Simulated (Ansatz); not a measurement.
**Nudged elastic band, with input and output: CH$_{6}$NSi (charge +1)**

The run: nudged elastic band of CH$_{6}$NSi, charge +1. Method and program: RKS PBE0/def2-TZVP (Ansatz 0.2.0).

It belongs to a series of runs on one base structure; here: band between the two ends. Figures and captions count atoms from 1; the log counts them from 0 in places.

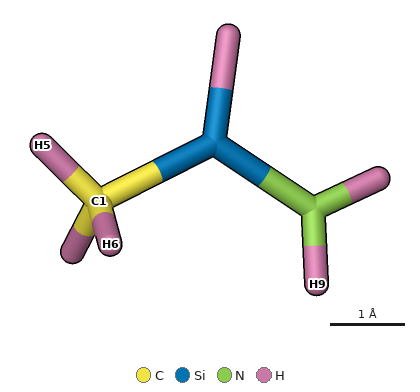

Figure 1. The starting structure (stick view, seen at a tilt; atoms are numbered from 1 in the order of the input). Bond lengths as drawn: C–H 1.09 to 1.10 Å, C–Si 1.82 Å, H–N 1.01 Å, H–Si 1.47 Å and N–Si 1.64 Å.

### The input
```yaml
crystal:
  periodic: [false, false, false]
  atoms:
    - { symbol: C, position_ang: [-0.783815, 0.820016, -0.820482] }
    - { symbol: Si, position_ang: [0.639824, -0.083379, -0.139398] }
    - { symbol: "N", position_ang: [0.494618, -1.01444, 1.206111] }
    - { symbol: H, position_ang: [-1.57547, 0.118091, -1.10285] }
    - { symbol: H, position_ang: [-0.485767, 1.392596, -1.701066] }
    - { symbol: H, position_ang: [-1.191977, 1.504519, -0.069748] }
    - { symbol: H, position_ang: [1.996385, -0.067014, -0.705355] }
    - { symbol: H, position_ang: [1.269866, -1.528507, 1.605895] }
    - { symbol: H, position_ang: [-0.363663, -1.141873, 1.726893] }
total_charge: 1
basis:
  gaussian: { orbitals: def2-TZVP }
hamiltonian:
  xc: pbe0
neb:
  order_check: false
  images: 9
  f_tol: 0.05
  max_iterations: 60
  initial_path: idpp
  final_atoms:
    - { symbol: C, position_ang: [-0.78185369, 0.83867976, -0.80078393] }
    - { symbol: Si, position_ang: [0.65335446, 0.09736679, 0.03295107] }
    - { symbol: "N", position_ang: [0.48315873, -1.19314077, 1.0351118] }
    - { symbol: H, position_ang: [-1.51456177, 1.17963858, -0.06191454] }
    - { symbol: H, position_ang: [-1.27102367, 0.09800869, -1.44223424] }
    - { symbol: H, position_ang: [-0.47121922, 1.68809325, -1.41239091] }
    - { symbol: H, position_ang: [2.0400622, 0.56296441, -0.10762486] }
    - { symbol: H, position_ang: [1.26167378, -1.63000491, 1.51242518] }
    - { symbol: H, position_ang: [-0.39958982, -1.6415968, 1.24446043] }
```

Machine: 2 threads of Arm Neoverse V2, 24 GiB of memory available, shared host.

Launched with:
```bash
ansatz run input.yaml --threads 2 --pin off --max-ram 3072MiB --backend cpu --events-out ev --progress --plain --runs-dir out
```

### The program's output
```
Engine: ansatz 0.2.0, aarch64-unknown-linux-gnu
Functional definition: PBE0
  parameter a = 0.25
  parameter kappa = 0.804
  parameter beta = 0.06672455060314922
  exchange = (1 - a)*pbe_x(kappa = kappa, mu = beta*pi^2/3) + a*exact_x
  correlation = pbe_c(beta = beta)
867 factors; their error is unknown
mean field evaluation 1: about -10472.6974 eV, gradient 9.7e1 eV
mean field evaluation 2: about -10449.3318 eV, gradient 1.2e2 eV
mean field evaluation 4: about -10490.5552 eV, gradient 1.0e1 eV
mean field evaluation 8: about -10490.8252 eV, gradient 2.9e-1 eV
mean field evaluation 16: about -10490.8253 eV, gradient 8.0e-6 eV
mean field -10490.82531185 eV, -385.5307192738 hartree, gradient 8.0e-6 eV, S^2 0.000000; 0 other end points of the search recorded, 0 dependent functions left out
the calculation of the forces begins
reference -10490.82533945 eV, -385.5307202881 hartree; 16, 16 occupied and 119, 119 virtual orbitals, 867 factors
867 factors; their error is unknown
mean field evaluation 32: about -10490.8253 eV, gradient 8.2e-6 eV
mean field -10490.82527161 eV, -385.5307177948 hartree, gradient 8.2e-6 eV, S^2 0.000000; 0 other end points of the search recorded, 0 dependent functions left out
[... from here on the field's lines of each further geometry are left out, up to the last ...]
NEB iter   1: max|band force component| = 4.554e-1 eV/Å  barrier→ = 0.0072 eV  barrier← = 0.0072 eV  CI = image 2  Δτ_max = 0.0564 Å  (278 SCF iters)
NEB iter   2: max|band force component| = 2.180e-1 eV/Å  barrier→ = -0.0002 eV  barrier← = -0.0003 eV  CI = image 1  Δτ_max = 0.0256 Å  (267 SCF iters)
NEB iter   3: max|band force component| = 5.885e-2 eV/Å  barrier→ = -0.0002 eV  barrier← = -0.0003 eV  CI = image 1  Δτ_max = 0.0247 Å  (267 SCF iters)
the calculation of the forces begins
reference -10490.82733993 eV, -385.5307938044 hartree; 16, 16 occupied and 119, 119 virtual orbitals, 867 factors
867 factors; their error is unknown
mean field evaluation 512: about -10490.8257 eV, gradient 2.9e-1 eV
mean field -10490.82581726 eV, -385.5307378473 hartree, gradient 3.9e-5 eV, S^2 0.000000; 1 other end points of the search recorded, 0 dependent functions left out
the calculation of the forces begins
reference -10490.82584500 eV, -385.5307388665 hartree; 16, 16 occupied and 119, 119 virtual orbitals, 867 factors
NEB iter   4: max|band force component| = 2.332e-2 eV/Å  barrier→ = -0.0005 eV  barrier← = -0.0005 eV  CI = image 1  Δτ_max = 0.0000 Å  (507 SCF iters)
```

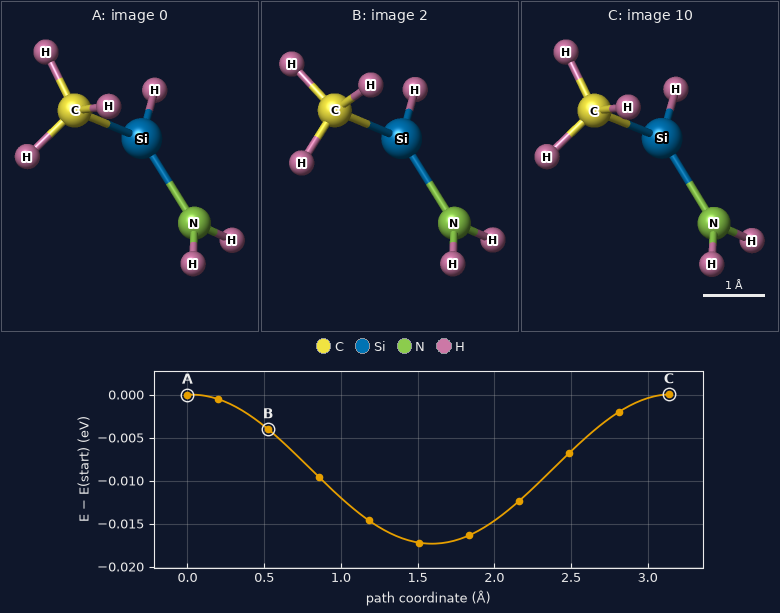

Figure 2. Images of the last band (counted from 0; ball-and-stick, seen at a tilt) above the energy along the path; the line is a cubic interpolation that uses the forces. No image lies above both ends; the end is 0.000 eV above the start. The path is 3.14 Å long. The band converged in 4 iterations.

```
Total energy: -10490.82584500 eV, -385.5307388665 hartree
Atom 0 at    -0.776953     0.862620    -0.781689 Å, force     0.003264     0.000260     0.007388 eV/Å
Atom 1 at     0.645101    -0.059270    -0.123800 Å, force     0.006605    -0.001351     0.004889 eV/Å
Atom 2 at     0.478596    -1.101116     1.135424 Å, force    -0.003985     0.005109    -0.002412 eV/Å
Atom 3 at    -1.596859     0.180376    -1.025646 Å, force    -0.006141     0.000360    -0.001579 eV/Å
Atom 4 at    -0.488420     1.416437    -1.677323 Å, force    -0.003892    -0.001088    -0.006469 eV/Å
Atom 5 at    -1.139896     1.572310    -0.030013 Å, force     0.000923     0.001910    -0.002392 eV/Å
Atom 6 at     2.020187     0.044891    -0.631328 Å, force     0.001883     0.000151     0.002221 eV/Å
Atom 7 at     1.253552    -1.621708     1.526888 Å, force     0.001330    -0.001224    -0.002447 eV/Å
Atom 8 at    -0.395309    -1.294530     1.607486 Å, force     0.000014    -0.004129     0.000801 eV/Å
Dipole moment:     0.058603    -0.089865     0.091602 e Å
this run last wrote the band of iteration 4 to [file]
```

### The last band as extended XYZ (Å, eV, eV/Å)
```
9
Properties=species:S:1:pos:R:3:forces:R:3 image=0 energy=-10490.82531
C    -0.7838    0.8200   -0.8205    0.0034  -0.0023   0.0028
Si    0.6398   -0.0834   -0.1394    0.0061   0.0028  -0.0067
N     0.4946   -1.0144    1.2061    0.0011  -0.0038   0.0062
H    -1.5755    0.1181   -1.1029   -0.0007  -0.0005  -0.0005
H    -0.4858    1.3926   -1.7011    0.0018   0.0008  -0.0009
H    -1.1920    1.5045   -0.0697   -0.0012   0.0003   0.0002
H     1.9964   -0.0670   -0.7054   -0.0092   0.0005   0.0017
H     1.2699   -1.5285    1.6059   -0.0037   0.0021  -0.0013
H    -0.3637   -1.1419    1.7269    0.0023   0.0001  -0.0016
9
Properties=species:S:1:pos:R:3:forces:R:3 image=1 energy=-10490.82582
C    -0.7770    0.8626   -0.7817    0.0033   0.0003   0.0074
Si    0.6451   -0.0593   -0.1238    0.0066  -0.0014   0.0049
N     0.4786   -1.1011    1.1354   -0.0040   0.0051  -0.0024
H    -1.5969    0.1804   -1.0256   -0.0061   0.0004  -0.0016
H    -0.4884    1.4164   -1.6773   -0.0039  -0.0011  -0.0065
H    -1.1399    1.5723   -0.0300    0.0009   0.0019  -0.0024
H     2.0202    0.0449   -0.6313    0.0019   0.0002   0.0022
H     1.2536   -1.6217    1.5269    0.0013  -0.0012  -0.0024
H    -0.3953   -1.2945    1.6075    0.0000  -0.0041   0.0008
9
Properties=species:S:1:pos:R:3:forces:R:3 image=2 energy=-10490.82934
C    -0.7741    0.9022   -0.7362   -0.0089   0.0096  -0.0031
Si    0.6486   -0.0282   -0.0963    0.0234  -0.0038   0.0146
N     0.4665   -1.1966    1.0439   -0.0103   0.0152   0.0042
H    -1.6381    0.2496   -0.8854   -0.0091   0.0024   0.0013
H    -0.5131    1.3896   -1.6783   -0.0073  -0.0077  -0.0081
H    -1.0533    1.6797   -0.0152    0.0036   0.0041  -0.0012
H     2.0415    0.1895   -0.5102    0.0053  -0.0015   0.0016
H     1.2432   -1.7178    1.4310    0.0034  -0.0028  -0.0052
H    -0.4212   -1.4680    1.4466   -0.0002  -0.0155  -0.0041
9
Properties=species:S:1:pos:R:3:forces:R:3 image=3 energy=-10490.83485
C    -0.7758    0.9411   -0.6826   -0.0010   0.0126  -0.0013
Si    0.6483    0.0023   -0.0607    0.0232  -0.0075   0.0106
N     0.4630   -1.2835    0.9446   -0.0182   0.0106   0.0025
H    -1.6742    0.3235   -0.7413   -0.0100   0.0024   0.0038
H    -0.5459    1.3587   -1.6666   -0.0093  -0.0100  -0.0070
H    -0.9729    1.7803   -0.0040    0.0012   0.0040  -0.0031
H     2.0479    0.3197   -0.3753    0.0058   0.0000   0.0048
H     1.2410   -1.8113    1.3199    0.0061   0.0018  -0.0062
H    -0.4315   -1.6309    1.2659    0.0022  -0.0139  -0.0042
9
Properties=species:S:1:pos:R:3:forces:R:3 image=4 energy=-10490.83993
C    -0.7803    0.9799   -0.6191    0.0058   0.0060  -0.0031
Si    0.6455    0.0305   -0.0194    0.0196  -0.0033   0.0127
N     0.4660   -1.3627    0.8319   -0.0180   0.0071   0.0063
H    -1.7027    0.3978   -0.5910   -0.0125   0.0036   0.0013
H    -0.5886    1.3245   -1.6401   -0.0096  -0.0070  -0.0059
H    -0.9019    1.8723    0.0069    0.0001   0.0025  -0.0011
H     2.0435    0.4325   -0.2253    0.0053  -0.0013   0.0025
H     1.2461   -1.8995    1.1896    0.0069   0.0031  -0.0076
H    -0.4277   -1.7753    1.0665    0.0024  -0.0108  -0.0052
9
Properties=species:S:1:pos:R:3:forces:R:3 image=5 energy=-10490.84251
C    -0.7871    1.0159   -0.5479    0.0082   0.0011  -0.0071
Si    0.6411    0.0554    0.0270    0.0149  -0.0008   0.0143
N     0.4757   -1.4300    0.7080   -0.0169   0.0064   0.0112
H    -1.7247    0.4698   -0.4356   -0.0107   0.0032  -0.0020
H    -0.6415    1.2845   -1.6000   -0.0079  -0.0018  -0.0033
H    -0.8409    1.9531    0.0180   -0.0022   0.0004   0.0025
H     2.0306    0.5245   -0.0624    0.0050  -0.0034  -0.0023
H     1.2583   -1.9779    1.0426    0.0070   0.0032  -0.0084
H    -0.4115   -1.8954    0.8504    0.0026  -0.0084  -0.0049
9
Properties=species:S:1:pos:R:3:forces:R:3 image=6 energy=-10490.84168
C    -0.7955    1.0462   -0.4736   -0.0019   0.0031  -0.0045
Si    0.6360    0.0767    0.0783    0.0160  -0.0071   0.0027
N     0.4914   -1.4808    0.5794   -0.0197   0.0044   0.0068
H    -1.7400    0.5364   -0.2775   -0.0041   0.0001  -0.0036
H    -0.7051    1.2354   -1.5500    0.0008   0.0026   0.0007
H    -0.7907    2.0205    0.0261   -0.0050   0.0002   0.0044
H     2.0113    0.5926    0.1099    0.0034  -0.0023  -0.0036
H     1.2770   -2.0411    0.8853    0.0067   0.0054  -0.0033
H    -0.3844   -1.9859    0.6220    0.0039  -0.0063   0.0005
9
Properties=species:S:1:pos:R:3:forces:R:3 image=7 energy=-10490.83767
C    -0.8051    1.0690   -0.4017   -0.0057   0.0065  -0.0029
Si    0.6299    0.0917    0.1288    0.0198  -0.0103  -0.0024
N     0.5122   -1.5149    0.4497   -0.0198   0.0056  -0.0010
H    -1.7479    0.5970   -0.1189   -0.0042  -0.0020  -0.0058
H    -0.7788    1.1770   -1.4931    0.0050   0.0048   0.0007
H    -0.7486    2.0733    0.0279   -0.0079  -0.0006   0.0074
H     1.9847    0.6373    0.2886    0.0039  -0.0020  -0.0040
H     1.3004   -2.0841    0.7315    0.0056   0.0052   0.0010
H    -0.3467   -2.0463    0.3872    0.0033  -0.0072   0.0070
9
Properties=species:S:1:pos:R:3:forces:R:3 image=8 energy=-10490.83212
C    -0.8159    1.0842   -0.3357   -0.0056   0.0079  -0.0054
Si    0.6224    0.1002    0.1758    0.0222  -0.0106  -0.0019
N     0.5382   -1.5338    0.3217   -0.0174   0.0070  -0.0044
H    -1.7483    0.6541    0.0371   -0.0070  -0.0027  -0.0051
H    -0.8623    1.1111   -1.4312    0.0055   0.0049  -0.0002
H    -0.7134    2.1120    0.0211   -0.0088   0.0003   0.0092
H     1.9491    0.6589    0.4702    0.0045  -0.0017  -0.0036
H     1.3280   -2.1082    0.5881    0.0044   0.0036   0.0025
H    -0.2977   -2.0786    0.1530    0.0022  -0.0085   0.0089
9
Properties=species:S:1:pos:R:3:forces:R:3 image=9 energy=-10490.82731
C    -0.8288    1.0926   -0.2754   -0.0019   0.0030  -0.0039
Si    0.6127    0.1024    0.2187    0.0162  -0.0058  -0.0014
N     0.5703   -1.5396    0.1960   -0.0122   0.0046  -0.0042
H    -1.7421    0.7103    0.1891   -0.0061  -0.0011  -0.0029
H    -0.9540    1.0416   -1.3632    0.0031   0.0033  -0.0007
H    -0.6849    2.1376    0.0073   -0.0063   0.0016   0.0067
H     1.9022    0.6589    0.6509    0.0030  -0.0015  -0.0018
H     1.3605   -2.1172    0.4545    0.0031   0.0028   0.0024
H    -0.2359   -2.0865   -0.0778    0.0010  -0.0069   0.0059
9
Properties=species:S:1:pos:R:3:forces:R:3 image=10 energy=-10490.82527
C    -0.7893    1.1190   -0.2844   -0.0180   0.0038  -0.0030
Si    0.6378    0.0821    0.1548    0.0120  -0.0039  -0.0005
N     0.5060   -1.5528    0.2478   -0.0138  -0.0002  -0.0064
H    -1.6036    0.9653    0.4313    0.0023  -0.0002   0.0006
H    -1.1606    0.8499   -1.2789    0.0048  -0.0019   0.0014
H    -0.5089    2.1742   -0.2836    0.0048   0.0016   0.0019
H     1.9846    0.5885    0.4530   -0.0003  -0.0016   0.0009
H     1.2812   -2.1580    0.4875    0.0043   0.0058   0.0025
H    -0.3472   -2.0682    0.0727    0.0038  -0.0033   0.0028
```

### Key numbers

| quantity | value |
| --- | --- |
| outcome | converged |
| barrier, forward | −0.001 eV |
| barrier, backward | −0.001 eV |
| wall time | 71 s (CPU time 2.3 min) |
| peak memory | 0.23 GiB |

### Remarks

The order of the saddle point was not checked.
